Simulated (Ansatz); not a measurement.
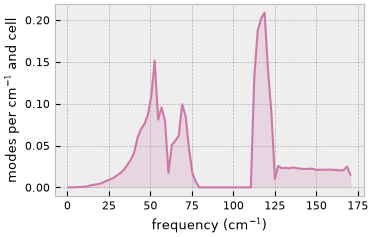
Phonon density of states of rock salt NaI; finite displacements on a 6×6×6 mesh, r2SCAN in Ansatz (a program for electronic structure), k mesh 6×6×6

Problem. Where is the tallest peak, and is there a gap in the spectrum?

Solution. The tallest peak lies near 120 cm⁻¹. There is at least one gap; the lowest begins near 82 cm⁻¹.
